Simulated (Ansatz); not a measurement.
## Electronic structure of BFH$_{5}$N in real space

Input

```
crystal:
  periodic: [false, false, false]
  atoms:
    - { symbol: B, position_ang: [-0.038032, 0.401125, -0.521153] }
    - { symbol: "N", position_ang: [-0.019844, 0.061446, 2.194594] }
    - { symbol: H, position_ang: [-0.807313, -0.142939, 2.80173] }
    - { symbol: H, position_ang: [0.823854, 0.043963, 2.756749] }
    - { symbol: H, position_ang: [1.038889, -0.042967, -0.845821] }
    - { symbol: F, position_ang: [-1.121192, -0.254897, -0.892483] }
    - { symbol: H, position_ang: [-0.187423, 1.466245, 0.011986] }
    - { symbol: H, position_ang: [-0.14134, 1.023523, 1.829798] }
basis:
  gaussian: { orbitals: def2-SVP }
hamiltonian:
  xc: pbe0
  dispersion: d4
relax:
  f_tol: 0.03
  max_steps: 50
output:
  orbitals: {}
```

Launched as:

```sh
ansatz run input.yaml --threads 2 --pin off --max-ram 3072MiB --backend cpu --events-out ev --progress --plain --runs-dir out
```

The fields are those of the run's last geometry, not of the input's.

The calculation used RKS PBE0-D4/def2-SVP in Ansatz 0.2.0.

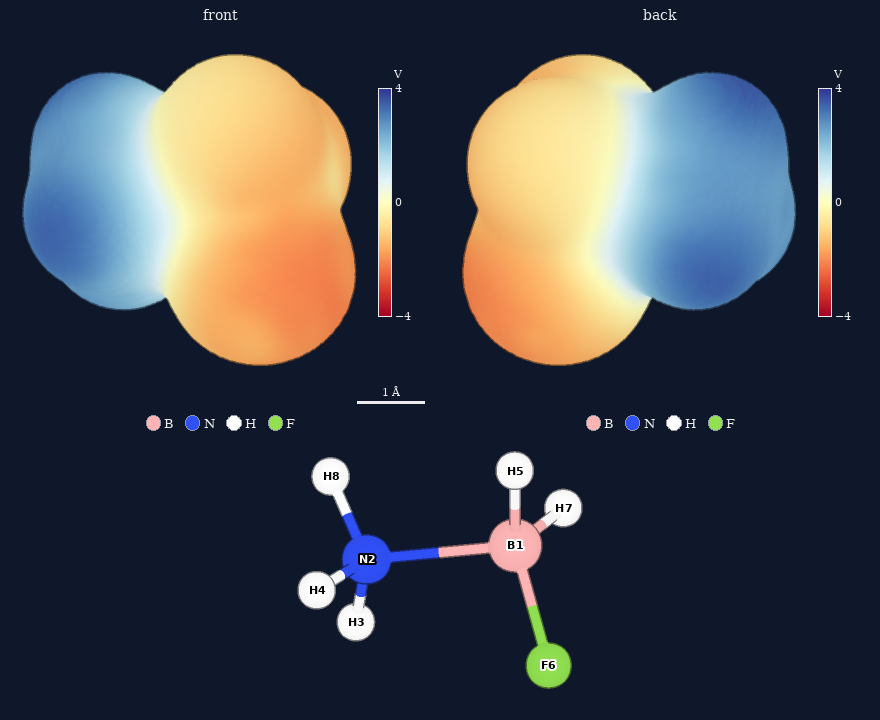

Figure 1. The molecular electrostatic potential painted on the density surface at 0.004 e/bohr³, seen from the front and from behind; red is negative and blue positive. The bare structure is drawn below in the same view.

**Describe the electrostatic potential map.**

The most negative region (about −2.1 V) lies over F6, the most positive (about +3.5 V) over H8.

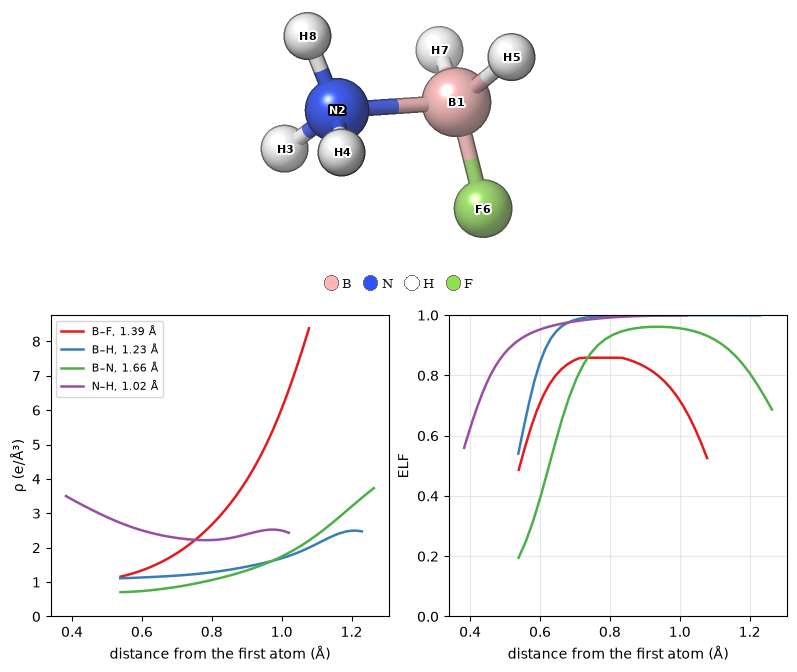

Figure 2. Electron density and electron localisation function along straight lines between neighbouring atoms. The curves leave out the atomic cores. The structure is drawn too.

**What can be read from the curves?**

B–F (1.39 Å): the density is about 1.8 e/Å³ at the midpoint; the ELF peaks at about 0.85 between the atoms, as expected for a polar covalent bond.
B–H (1.23 Å): ρ at the midpoint is about 1.1 e/Å³; the ELF climbs to about 1 towards the hydrogen, as it does in any bond to H: an ordinary covalent bond to hydrogen.
B–N (1.66 Å): ρ at the midpoint is about 1.1 e/Å³; the ELF peaks at about 0.95 between the atoms; a polar covalent bond.
N–H (1.02 Å): ρ at the midpoint is about 2.8 e/Å³; the ELF climbs to about 1 towards the hydrogen; a covalent bond by its length.

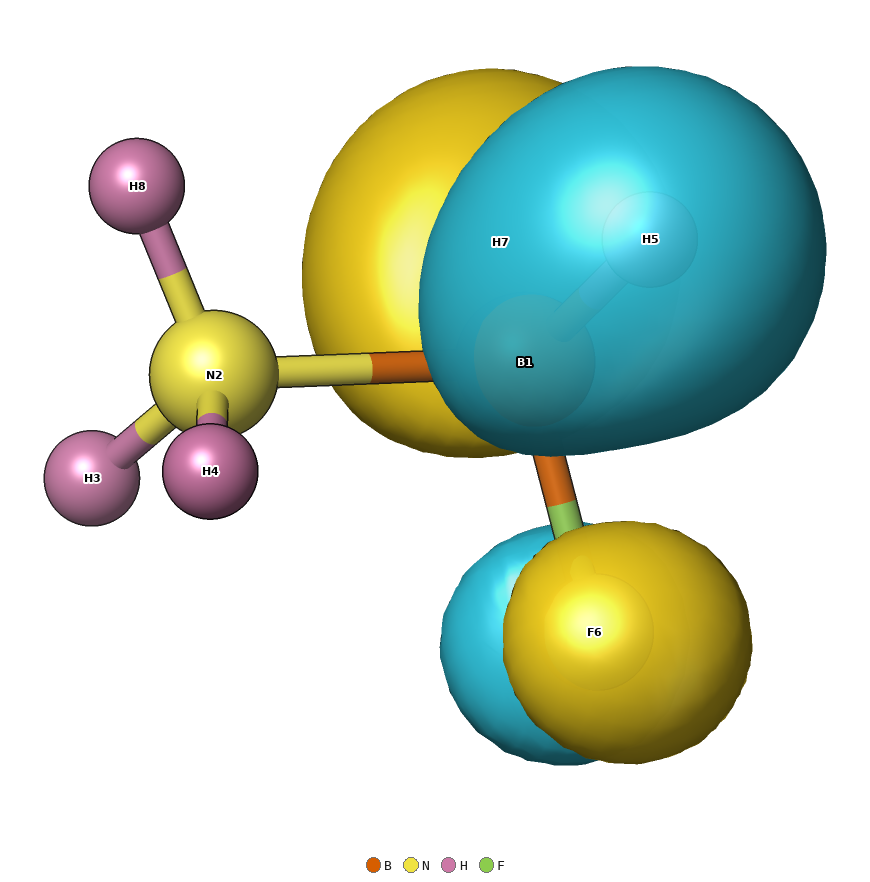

Figure 3. The HOMO at ±0.15 Å⁻³ᐟ² (yellow and cyan are the two phases), seen at a tilt.

**Describe this orbital and give its energy.**

It lies mainly on B1 (about 30 %), F6 (about 25 %), H5 (about 25 %) and H7 (about 25 %). Its energy is −7.20 eV.
